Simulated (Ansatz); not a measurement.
```yaml
atoms:
  - { symbol: C, position_ang: [-0.6991, 0.5735, -1.1166] }
  - { symbol: Li, position_ang: [0.4881, 0.6828, 3.0628] }
  - { symbol: O, position_ang: [0.5998, 0.3230, 1.5018] }
  - { symbol: Si, position_ang: [0.7459, -0.0594, -0.0724] }
  - { symbol: H, position_ang: [0.8201, -1.5490, -0.2884] }
  - { symbol: H, position_ang: [2.0033, 0.5087, -0.6785] }
  - { symbol: H, position_ang: [-0.5711, 0.2985, -2.1776] }
  - { symbol: H, position_ang: [-0.7782, 1.6721, -1.0580] }
  - { symbol: H, position_ang: [-1.6551, 0.1473, -0.7686] }
```

Geometry: B3LYP-D3(BJ)/def2-SVP.

Method: isolated molecule in a Gaussian basis; Kohn-Sham density functional theory, functional PBE0 in Ansatz.

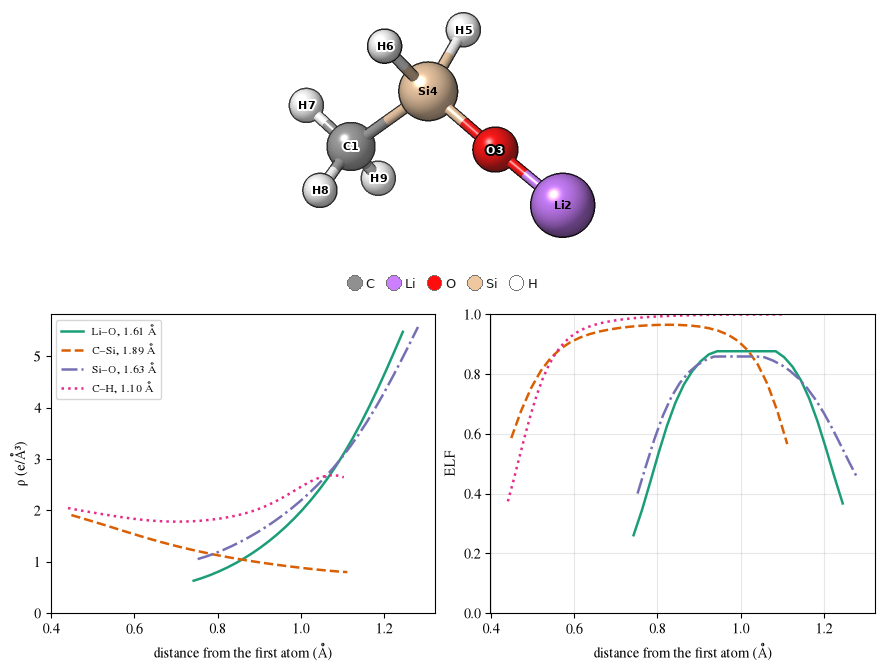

CH5LiOSi (SMILES [Li][O][SiH2]C). Total electron density and electron localisation function along straight lines between neighbouring atoms. The curves leave out the atomic cores. The structure is drawn too.

> What kind of bonding do the profiles show?

Li–O (1.61 Å): the density is about 0.81 e/Å³ at the midpoint; the ELF peaks at about 0.90 in the valence shell of O, 0.7 Å from its nucleus, and falls to about 0.25 next to Li: a closed-shell, largely ionic contact.
C–Si (1.89 Å): ρ is about 0.94 e/Å³ halfway; the ELF peaks at about 0.95 between the atoms (a covalent bond).
Si–O (1.63 Å): ρ at the midpoint is about 1.2 e/Å³; the ELF peaks at about 0.85 between the atoms; a short, strongly polar bond.
C–H (1.10 Å): ρ is about 1.9 e/Å³ halfway; the ELF climbs to about 1 towards the hydrogen, as it does in any bond to H (an ordinary covalent bond to hydrogen).
